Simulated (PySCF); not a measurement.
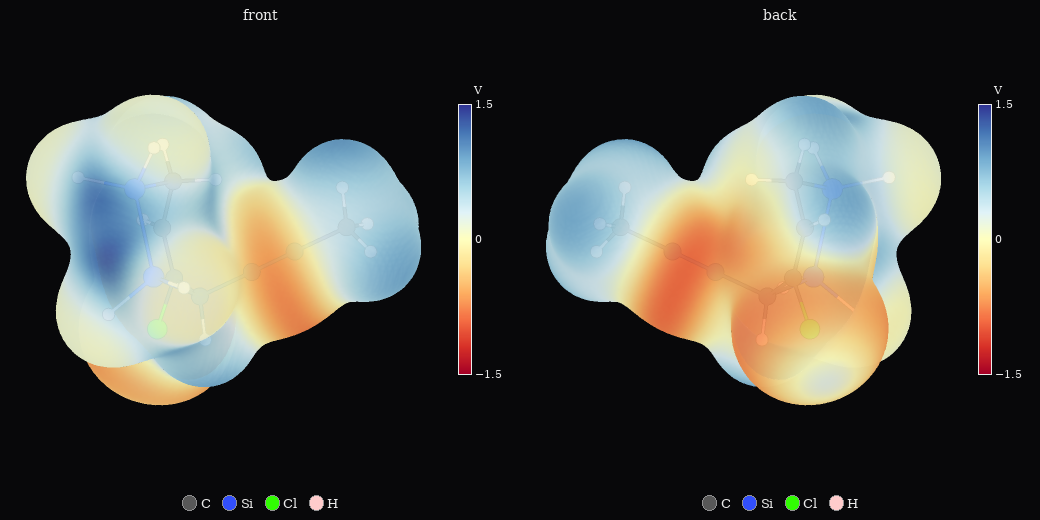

Figure 1: C7H11ClSi2. The electrostatic potential painted on the density surface at 0.002 e/bohr³, seen from the front and from behind; the colour scale runs from red (negative) to blue (positive).

Geometry: GFN2-xTB.

Method: PySCF, PBE0/pcSseg-1, SCF density, gas phase, non-relativistic.

```xyz
21

C     2.9776    1.2612   -1.3256
C     2.0745    0.3929   -0.5999
C     1.3337   -0.3344    0.0013
C     0.4346   -1.2019    0.7302
Si   -0.4489   -0.1848    2.1285
Si   -1.9507    1.0520    0.8814
C    -1.5783    0.3991   -0.8869
C    -1.4998   -1.0898   -0.8772
C    -0.6127   -1.7800   -0.1652
Cl   -0.6678   -3.5249   -0.2075
H     3.9216    1.3474   -0.7877
H     2.5408    2.2549   -1.4322
H     3.1738    0.8549   -2.3181
H     1.0224   -2.0108    1.1707
H     0.6065    0.5320    2.8542
H    -1.0212   -1.1690    3.0559
H    -1.7778    2.5102    0.8799
H    -3.3665    0.7960    1.1781
H    -0.6196    0.8158   -1.2005
H    -2.3277    0.7222   -1.6063
H    -2.2236   -1.6262   -1.4736
```

**Which sites attract a positive test charge, and which a negative one?**

A positive charge is drawn to the negative regions and a negative charge to the positive ones. The most negative region (about −0.9 V, or −21 kcal/mol for a unit charge) lies over C2 and C3, the most positive (about +1.2 V, or +28 kcal/mol for a unit charge) over Si5 and Si6. Cl10 shows a σ-hole: about +0.2 V at the tip opposite its bond, against about −0.6 V, or −14 kcal/mol for a unit charge on its flanks.
